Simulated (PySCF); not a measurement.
C₅H₈O₂

Input file:

```
{"job": {"kind": "sp", "xc": "M06-2X", "basis": "def2-TZVP", "grid": 3}, "charge": 0, "multiplicity": 1}
O      2.645877    -0.015492    -0.857841
C      1.935812     0.653627    -0.158586
C      0.781703     0.110500     0.665299
C      0.099007    -1.093877     0.020597
C     -1.058929    -0.429353    -0.717751
C     -1.415696     0.697374     0.239660
O     -0.186682     1.133497     0.788136
H      2.072120     1.760589    -0.052680
H      1.196392    -0.135014     1.663720
H      0.799747    -1.636227    -0.629278
H     -0.271944    -1.786884     0.790243
H     -1.899574    -1.107723    -0.920235
H     -0.714006    -0.018130    -1.680268
H     -1.907000     1.554926    -0.244785
H     -2.083874     0.332283     1.044132
```

Run with:

```sh
OMP_NUM_THREADS=1 python redox_run.py task.json out
```

Geometry: PBE0-D3(BJ)/def2-SVP.

Level of theory: DFT single point, gas phase, functional M06-2X (PySCF).

Question: Predict the electron density and electron localisation function between the atoms.

Answer: C–C (1.53 Å): ρ at the midpoint is about 1.7 e/Å³; the ELF peaks at about 0.95 between the atoms, as expected for a shared electron pair.

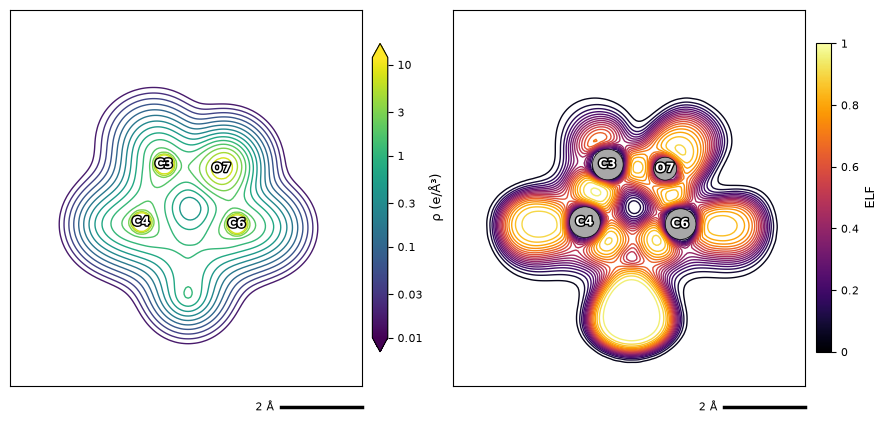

Computed electron density and electron localisation function on the plane of atoms C3, O7 and C6, in this order. Grey discs cover the atomic cores in the ELF map. 
